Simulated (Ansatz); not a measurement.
Starting cell, PbSe (rock salt):

```yaml
crystal:
  lattice:
    - [0.00000, 6.21775, 6.21775]
    - [3.10888, 0.00000, 3.10888]
    - [3.10888, 3.10888, 0.00000]
  atoms:
    - { symbol: Se, position: [0.00000, 0.00000, 0.00000] }
    - { symbol: Se, position: [0.50000, 0.00000, 0.00000] }
    - { symbol: Pb, position: [0.25000, 0.50000, 0.50000] }
    - { symbol: Pb, position: [0.75000, 0.50000, 0.50000] }
```

A phonon eigenvector at L = (0.5, 0.0, 0.0) is frozen into this cell: atom i moves by Q times the vector below, so Q is the largest atomic displacement, in Å. The cell is held. (q is in reciprocal vectors of the primitive cell; the cell shown is doubled to hold the pattern.)

```tsv
atom	x	y	z
Se1	-0.577	0.577	0.577
Se2	0.577	-0.577	-0.577
```

Atoms not listed stay in place.

These are PBE (plane waves to 420 eV, PAW, scalar-relativistic; Ansatz, an electronic-structure program) values and carry that method's errors. k mesh 9×9×9 (Γ-centred), Fermi-Dirac smearing 0.05 eV. E stands for the smeared free energy. PbSe was relaxed with its symmetry unable to fall. Spin-orbit coupling is left out, though Pb is heavy. The zero of ΔE is the undisplaced structure.

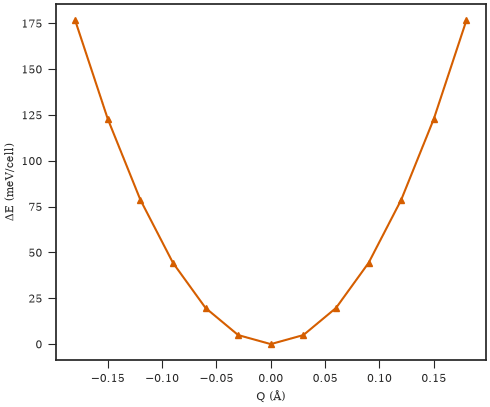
Figure: ΔE (meV/cell) against Q (Å); one marker a computed point.

Question: What is the energy change at Q = 0.180 Å?

Answer: About 180 meV/cell.

Question: What harmonic wavenumber does the curvature at Q = 0 give?

Answer: About 140 cm⁻¹.

(For displaced atoms, the force is minus the slope of the energy, and its curvature is a force constant, which sets phonon frequencies.)
